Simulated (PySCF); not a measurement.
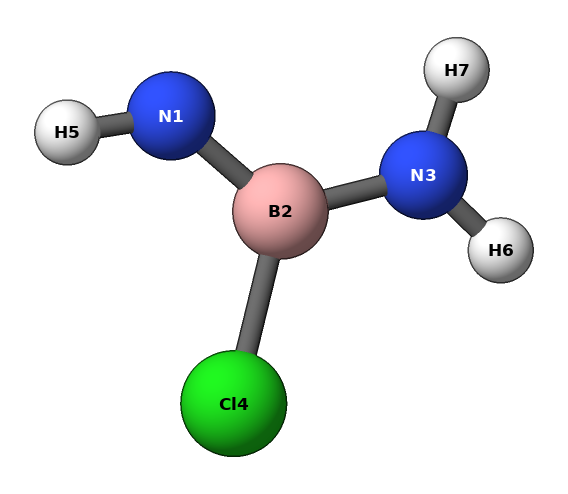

The questions are on Mulliken spin populations. The species is neutral and a spin doublet. The geometry was computed by an optimisation with GFN2-xTB. No frequency run is at hand to confirm it as a minimum. Properties computed with UKS B3LYP, pcH-1 on B Cl H N, non-relativistic (PySCF 2.14.0).

Question: Which atom carries the largest spin population?

Answer: N1 (0.87 e).

Question: Which atom has the lowest spin population?

Answer: B2 (−0.06 e); a negative value comes from spin polarisation.

List the Mulliken spin populations.

| atom | value (e) |
| --- | --- |
| N1 | 0.87 |
| B2 | −0.06 |
| N3 | 0.20 |
| Cl4 | 0.03 |
| H5 | −0.03 |
| H6 | −0.01 |
| H7 | −0.01 |

Mulliken values depend strongly on the basis set. The geometry is semi-empirical. Around B such bond lengths and angles can be off by a tenth of an ångström or more and by several degrees, and values that hang on the shape move with them.
